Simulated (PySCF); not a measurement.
## Electronic structure of C4H12F2OSi2 in real space

Input

```
{"job": {"kind": "nmr", "xc": "PBE0", "basis": "pcSseg-1"}, "charge": 0, "multiplicity": 1}
C     -2.591376    -0.418485    -1.596367
C     -1.838577    -0.341764    -0.272367
O     -0.520182     0.022535    -0.511610
Si     0.782591    -0.162569     0.456559
C      2.199853     0.230536    -0.724637
Si     3.903289    -0.026393     0.057978
C     -2.486278     0.698808     0.646703
F     -3.821096     0.498198     0.752827
F     -1.996746     0.597825     1.905275
H     -2.111543    -1.152811    -2.236888
H     -2.560002     0.549192    -2.091281
H     -3.625331    -0.706145    -1.429530
H     -1.877175    -1.308930     0.248293
H      0.819222    -1.541970     0.952832
H      0.738515     0.756870     1.593556
H      2.114562     1.262203    -1.064436
H      2.117877    -0.388236    -1.617772
H      4.941353     0.310860    -0.921767
H      4.051869     0.834564     1.230942
H      4.065212    -1.423899     0.460050
H     -2.314958     1.726552     0.295911
```

Launched as:

```sh
OMP_NUM_THREADS=1 python probes_run.py task.json out
```

Geometry: GFN2-xTB.

Level of theory: PBE0/pcSseg-1, SCF density, gas phase, non-relativistic (PySCF).

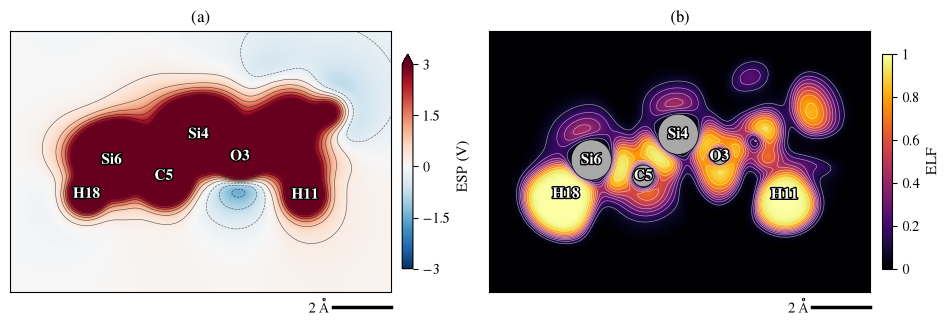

Figure 1. (a) electrostatic potential; (b) electron localisation function on the plane of atoms Si4, C5 and Si6. Grey discs cover the atomic cores in the ELF map.

### Describe what can be read from this map.

- The plane passes through O, Si, C and H nuclei.
- Si–O (1.63 Å): the ELF peaks at about 0.85 between the atoms; a shared but strongly polarised pair.
- C–Si (1.89 Å): the ELF peaks at about 0.95 between the atoms; a covalent bond.
- Si–H (1.47 Å): the ELF climbs to about 1 towards the hydrogen, as it does in any bond to H.
- The ELF also peaks beside O3 and F8, away from the bonds: lone-pair regions.
- Outside the dense part of the molecule the potential is most negative (−1.5 V) near O3.

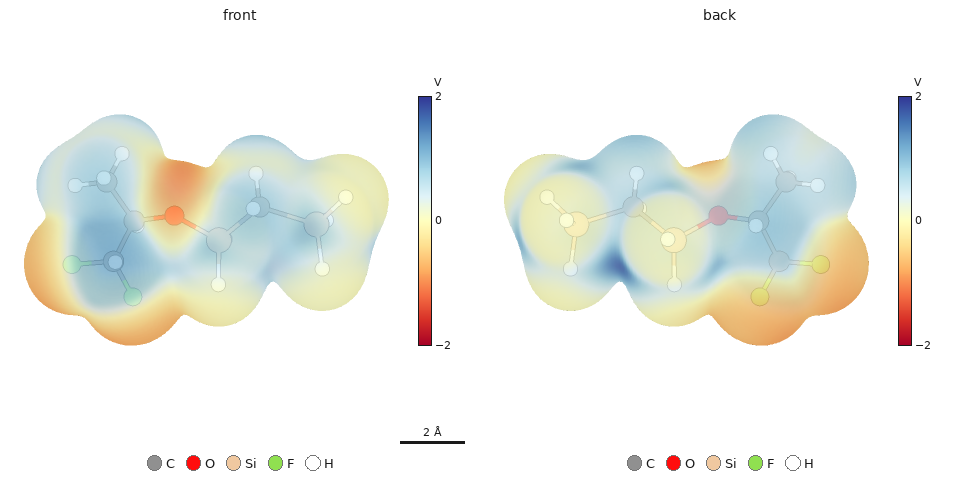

Figure 2. The electrostatic potential painted on the density surface at 0.002 e/bohr³, seen from the front and from behind; the colour scale runs from red (negative) to blue (positive).

### Describe the electrostatic potential map.

The most negative region (about −0.9 V, or −21 kcal/mol for a unit charge) lies over O3, the most positive (about +1.5 V, or +35 kcal/mol for a unit charge) over Si4 and Si6.

### What dipole moment does the calculation give?

Its dipole moment is 1.69 D.
